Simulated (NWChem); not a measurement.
# One shape, several levels: C3H10OSi (SMILES CC(C)O[SiH3])

We compute a comparison of 3 runs (HF/STO-3G, HF/3-21G, B3LYP/6-31G*) of C3H10OSi. 

The results are computed with NWChem 7.3.0.

## Step 1: The molecule

C3H10OSi has 15 atoms, charge 0, and is taken as a singlet. As SMILES, `CC(C)O[SiH3]`. The shape is that of a PBE0-D4/def2-TZVP optimisation. This is one conformer, not always the lowest.

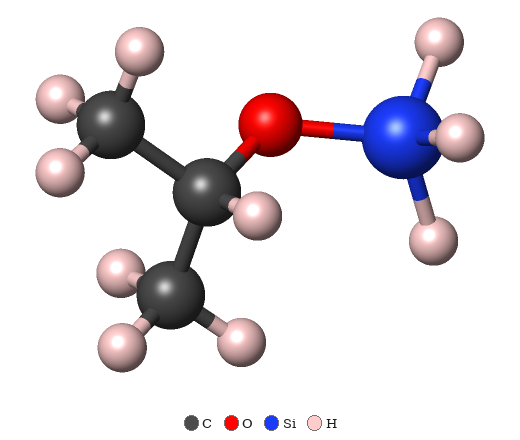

The structure, seen from a chosen angle (carbon dark grey, oxygen red, silicon blue, hydrogen pink).

## Step 2: Energy and gradient at HF/STO-3G (run 1)

mymol.nw

```
start mymol
memory stack 880 mb heap 220 mb global 1100 mb

geometry units angstrom noautosym nocenter noautoz
   C       -0.467700      -0.753100       1.661500
   C        0.178200      -0.265000       0.384100
   C        0.413400      -1.385300      -0.609200
   O       -0.676700       0.720800      -0.184800
   Si      -0.145600       1.975000      -1.098000
   H       -0.623400       0.075700       2.353900
   H        0.159900      -1.502100       2.149500
   H       -1.438500      -1.203100       1.440200
   H        1.144300       0.200800       0.632600
   H        0.876400      -1.010700      -1.524600
   H       -0.536700      -1.856100      -0.873400
   H        1.071200      -2.146100      -0.182500
   H        0.945600       2.705000      -0.391800
   H        0.388500       1.530000      -2.416300
   H       -1.310900       2.863900      -1.312000
end

basis "ao basis" spherical bse
   * library STO-3G
end

scf
   thresh 1e-08
   maxiter 80
end

task scf gradient
```

Command:

```bash
$ nwchem mymol.nw > mymol.out
```

Output:

```text
[...]
  functions       =    39
[...]
  wavefunction    = RHF
[...]
         Total SCF energy =   -477.507733418878
      One-electron energy =  -1150.464101299391
      Two-electron energy =    426.159102549564
 Nuclear repulsion energy =    246.797265330948
        Time for solution =      3.1s
[...]
                         RHF ENERGY GRADIENTS
    atom               coordinates                        gradient
                 x          y          z           x          y          z
   1 C      -0.883825  -1.423153   3.139780    0.014120   0.013864  -0.026373
   2 C       0.336749  -0.500777   0.725844   -0.013776  -0.043239   0.014229
   3 C       0.781213  -2.617837  -1.151221   -0.006573   0.028135   0.018419
   4 O      -1.278778   1.362114  -0.349221    0.025219   0.014474  -0.013913
   5 Si     -0.275144   3.732209  -2.074919   -0.026714  -0.036960   0.028247
   6 H      -1.178055   0.143052   4.448226   -0.000905   0.003855   0.003285
   7 H       0.302167  -2.838557   4.061966    0.003599  -0.003875   0.001973
   8 H      -2.718371  -2.273529   2.721583   -0.005466  -0.002432  -0.002320
   9 H       2.162413   0.379457   1.195441   -0.002361   0.005820  -0.002535
  10 H       1.656156  -1.909946  -2.881076    0.002387   0.001802  -0.004957
  11 H      -1.014216  -3.507520  -1.650487   -0.006110  -0.002222  -0.001067
[...]
```

It took 4.5 s on 1 thread of Intel Xeon 6975P-C (Granite Rapids), shared host; peak memory 0.095 GiB.

## Step 3: Energy and forces at HF/3-21G (run 2)

c3h10osi.nw

```
start c3h10osi
memory stack 880 mb heap 220 mb global 1100 mb

geometry noautosym nocenter noautoz
C     -0.467700    -0.753100     1.661500
C      0.178200    -0.265000     0.384100
C      0.413400    -1.385300    -0.609200
O     -0.676700     0.720800    -0.184800
Si    -0.145600     1.975000    -1.098000
H     -0.623400     0.075700     2.353900
H      0.159900    -1.502100     2.149500
H     -1.438500    -1.203100     1.440200
H      1.144300     0.200800     0.632600
H      0.876400    -1.010700    -1.524600
H     -0.536700    -1.856100    -0.873400
H      1.071200    -2.146100    -0.182500
H      0.945600     2.705000    -0.391800
H      0.388500     1.530000    -2.416300
H     -1.310900     2.863900    -1.312000
end

basis spherical bse
* library 3-21G
end

scf
thresh 1e-08
maxiter 80
end

task scf gradient
```

Command:

```bash
$ nwchem c3h10osi.nw > c3h10osi.out
```

Output:

```text
[...]
  functions       =    69
[...]
  wavefunction    = RHF
[...]
         Total SCF energy =   -480.637432114792
      One-electron energy =  -1151.174054069452
      Two-electron energy =    423.739356623712
 Nuclear repulsion energy =    246.797265330948
        Time for solution =      3.9s
[...]
                         RHF ENERGY GRADIENTS
    atom               coordinates                        gradient
                 x          y          z           x          y          z
   1 C      -0.883825  -1.423153   3.139780    0.006466   0.006588  -0.012001
   2 C       0.336749  -0.500777   0.725844   -0.014879  -0.000532  -0.010627
   3 C       0.781213  -2.617837  -1.151221   -0.002013   0.012591   0.008888
   4 O      -1.278778   1.362114  -0.349221    0.010859   0.013544  -0.009426
   5 Si     -0.275144   3.732209  -2.074919   -0.001470  -0.024129   0.017609
   6 H      -1.178055   0.143052   4.448226   -0.000662   0.004062   0.004599
   7 H       0.302167  -2.838557   4.061966    0.003094  -0.003891   0.002444
   8 H      -2.718371  -2.273529   2.721583   -0.005701  -0.003623  -0.000401
   9 H       2.162413   0.379457   1.195441    0.005771   0.004932   0.001006
  10 H       1.656156  -1.909946  -2.881076    0.002443   0.002299  -0.004367
  11 H      -1.014216  -3.507520  -1.650487   -0.005266  -0.003866  -0.001756
[...]
```

Wall time 5.4 s (1 thread of Intel Xeon 6975P-C (Granite Rapids), shared host); peak memory 0.096 GiB.

## Step 4: Energy and forces at B3LYP/6-31G(d) (Cartesian functions) (run 3)

run.py

```python
from ase import Atoms
from ase.calculators.nwchem import NWChem

system = Atoms(['C', 'C', 'C', 'O', 'Si', 'H', 'H', 'H', 'H', 'H', 'H', 'H', 'H', 'H', 'H'], positions=[
    [-0.467700, -0.753100, 1.661500],
    [0.178200, -0.265000, 0.384100],
    [0.413400, -1.385300, -0.609200],
    [-0.676700, 0.720800, -0.184800],
    [-0.145600, 1.975000, -1.098000],
    [-0.623400, 0.075700, 2.353900],
    [0.159900, -1.502100, 2.149500],
    [-1.438500, -1.203100, 1.440200],
    [1.144300, 0.200800, 0.632600],
    [0.876400, -1.010700, -1.524600],
    [-0.536700, -1.856100, -0.873400],
    [1.071200, -2.146100, -0.182500],
    [0.945600, 2.705000, -0.391800],
    [0.388500, 1.530000, -2.416300],
    [-1.310900, 2.863900, -1.312000],
])

calc = NWChem(
    label='calc',
    theory='dft',
    memory='2200 mb',
    basis='6-31G*',
    dft={'xc': 'b3lyp', 'mult': '1', 'grid': 'fine', 'convergence': 'energy 1e-08', 'iterations': '100', 'mulliken': None},
)
system.calc = calc

forces = system.get_forces()
e = system.get_potential_energy()
print(f"E = {e:.6f} eV")
print("forces (eV/A):")
for s, f in zip(system.symbols, forces):
    print(f"{s:2s} {f[0]:10.5f} {f[1]:10.5f} {f[2]:10.5f}")
print("dipole (e A):", system.get_dipole_moment().round(4))
```

Command:

```bash
$ export ASE_NWCHEM_COMMAND="nwchem PREFIX.nwi > PREFIX.nwo"
$ python run.py
```

Output:

```text
E = -13199.828361 eV
forces (eV/A):
C    -0.10027   -0.06453    0.19859
C     0.28236    0.05111    0.08531
C     0.05055   -0.17298   -0.15483
O    -0.45442   -0.13277    0.16666
Si    0.14300    0.35841   -0.27634
H    -0.02926    0.08012    0.08737
H     0.05651   -0.08680    0.07204
H    -0.10603   -0.04757    0.00422
H     0.07739    0.01332    0.03456
H     0.04710    0.01095   -0.10572
H    -0.08289   -0.05898   -0.04227
H     0.07415   -0.10110    0.02638
H     0.02772    0.06366   -0.01316
H     0.01142    0.04947   -0.05821
H     0.00257    0.03769   -0.02453
dipole (e A): [ 0.1935 -0.1372  0.0597]
```

The calculator wrote calc.nwi:

```
title "calc"

permanent_dir calc

scratch_dir calc

start calc

geometry units angstrom nocenter noautosym noautoz
  C  -4.6770000000000000e-01 -7.5309999999999999e-01 1.6615000000000000e+00
  C  1.7820000000000000e-01 -2.6500000000000001e-01 3.8410000000000000e-01
  C  4.1339999999999999e-01 -1.3853000000000000e+00 -6.0919999999999996e-01
  O  -6.7669999999999997e-01 7.2080000000000000e-01 -1.8479999999999999e-01
  Si -1.4560000000000001e-01 1.9750000000000001e+00 -1.0980000000000001e+00
  H  -6.2339999999999995e-01 7.5700000000000003e-02 2.3538999999999999e+00
  H  1.5989999999999999e-01 -1.5021000000000000e+00 2.1495000000000002e+00
  H  -1.4384999999999999e+00 -1.2031000000000001e+00 1.4401999999999999e+00
  H  1.1443000000000001e+00 2.0080000000000001e-01 6.3260000000000005e-01
  H  8.7639999999999996e-01 -1.0106999999999999e+00 -1.5246000000000000e+00
  H  -5.3669999999999995e-01 -1.8561000000000001e+00 -8.7339999999999995e-01
  H  1.0711999999999999e+00 -2.1461000000000001e+00 -1.8250000000000000e-01
  H  9.4560000000000000e-01 2.7050000000000001e+00 -3.9179999999999998e-01
  H  3.8850000000000001e-01 1.5300000000000000e+00 -2.4163000000000001e+00
  H  -1.3109000000000000e+00 2.8639000000000001e+00 -1.3120000000000001e+00
end

memory 2200 mb

basis noprint
   * library 6-31G*
end

dft
  xc b3lyp
  mult 1
  grid fine
  convergence energy 1e-08
  iterations 100
  mulliken
end

task dft gradient
```

calc.nwo:

```text
Northwest Computational Chemistry Package (NWChem) 7.3.0
             --------------------------------------------------------

           Job information
           ---------------

    nwchem branch   = 7.3.0
    use scalapack   = T
    input           = calc.nwi
    prefix          = calc.
    data base       = calc/calc.db
    status          = startup
    nproc           =        1

           Memory information
           ------------------

    heap     =     72089596 doubles =      550.0 Mbytes
    stack    =     72089601 doubles =      550.0 Mbytes
    global   =    144179200 doubles =     1100.0 Mbytes (distinct from heap & stack)
    total    =    288358397 doubles =     2200.0 Mbytes
    verify   = yes
    hardfail = no

[... 120 lines left out ...]
  convergence criterion.
[... 41 lines left out ...]
          Spatial weights used:  Erf1
[... 74 lines left out ...]
         Total DFT energy =     -485.084749053087
[... 3 lines left out ...]
 Nuclear repulsion energy =      246.797265330948
[... 760 lines left out ...]
          Convergence on gradient requested:  5.00D-04
[... 28 lines left out ...]
          total energy or number of iterations.
[... 26 lines left out ...]
                         DFT ENERGY GRADIENTS

    atom               coordinates                        gradient
                 x          y          z           x          y          z
   1 C      -0.883825  -1.423153   3.139780    0.001950   0.001255  -0.003862
   2 C       0.336749  -0.500777   0.725844   -0.005491  -0.000994  -0.001659
   3 C       0.781213  -2.617837  -1.151221   -0.000983   0.003364   0.003011
[... 11 lines of this table left out ...]
  15 H      -2.477242   5.411986  -2.479320   -0.000050  -0.000733   0.000477

                 ----------------------------------------
                 |  Time  |  1-e(secs)   |  2-e(secs)   |
                 ----------------------------------------
                 |  CPU   |       0.01   |       3.28   |
                 ----------------------------------------
                 |  WALL  |       0.01   |       3.28   |
                 ----------------------------------------

 Task  times  cpu:       32.9s     wall:       32.9s
 Total times  cpu:       32.9s     wall:       32.9s
```

Wall time 34 s (1 thread of Intel Xeon 6975P-C (Granite Rapids), shared host); peak memory 0.13 GiB.

## Step 5: The series

| run | level | Cartesian functions | iteration cap | energy (Eh) | dipole moment (D) | HOMO energy (eV) | LUMO energy (eV) | wall time |
| --- | --- | --- | --- | --- | --- | --- | --- | --- |
| 1 | HF/STO-3G | no | 80 | -477.507733 | 0.91 | -8.45 | 12.81 | 4.5 s |
| 2 | HF/3-21G | no | 80 | -480.637432 | 1.42 | -11.31 | 4.60 | 5.4 s |
| 3 | B3LYP/6-31G* (Cartesian functions) | yes | 100 | -485.084749 | 1.17 | -7.52 | 0.67 | 34 s |

## Step 6: Results

| quantity | value |
| --- | --- |
| run 3: total energy | -485.08475 Eh |
| run 3: dipole moment | 1.17 D |
| run 3: HOMO energy | -7.52 eV |
| run 3: LUMO energy | 0.67 eV |
| run 3: HOMO–LUMO gap | 8.20 eV |
| run 3: largest force on an atom | 0.502 eV/Å |

What this shows: The dipole moment (its size) runs from 0.91 D (HF/STO-3G) to 1.42 D (HF/3-21G). The HOMO–LUMO gap runs from 8.20 eV (B3LYP/6-31G*) to 21.26 eV (HF/STO-3G). The two ends differ in method and basis. In run 1 the basis is minimal, so the values are rough. All runs together took 44 s, the longest 34 s.
